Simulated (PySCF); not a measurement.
The calculation's input:

```
{"job": {"kind": "epr", "basis": "pcH-1"}, "charge": 0, "multiplicity": 2}
C     -1.901095     0.726321    -0.862045
Si    -2.106241    -0.995499    -0.086780
Si    -0.221292    -1.536968     1.181417
C      1.046467    -0.181681     1.079951
F      0.843373     0.851835     1.957127
Si     2.333319     0.189293    -0.236764
N      1.710751     1.509320    -1.166456
H     -0.975710     0.790403    -1.428702
H     -1.865743     1.494170    -0.093422
H     -2.722420     0.969810    -1.530503
H     -2.329373    -1.972277    -1.164504
H     -3.341009    -0.990776     0.716607
H     -0.562519    -1.748874     2.595071
H      0.452662    -2.741932     0.683826
H      3.625763     0.456147     0.417442
H      2.413857    -0.947415    -1.150592
H      2.239534     1.826579    -1.963650
H      1.350916     2.307861    -0.666316
```

Run with:

```sh
OMP_NUM_THREADS=1 python probes_run.py task.json out
```

Geometry: GFN2-xTB.

Method: UKS B3LYP, pcH-1 on C F H N Si, non-relativistic, mean-field spin-orbit, GIAO (PySCF 2.14.0, density-fitted response routines).

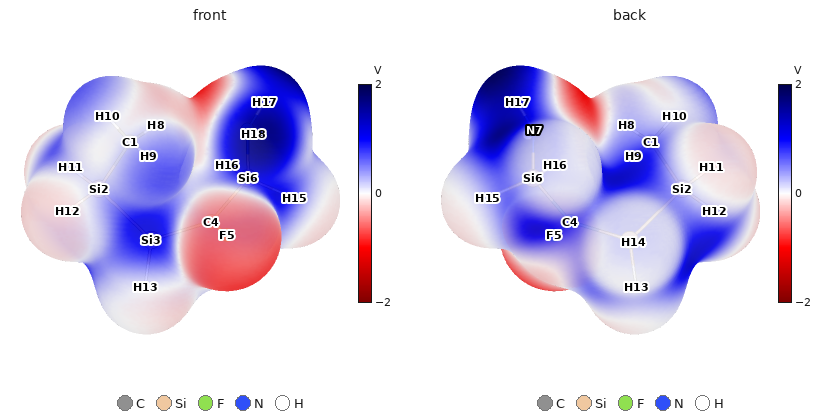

C₂H₁₁FNSi₃ (doublet). The electrostatic potential painted on the density surface at 0.002 e/bohr³, seen from the front and from behind; red is negative and blue positive.

Where is the surface potential most negative and most positive?

The most negative region (about −0.9 V) lies over N7, the most positive (about +1.8 V) over H17 and H18.
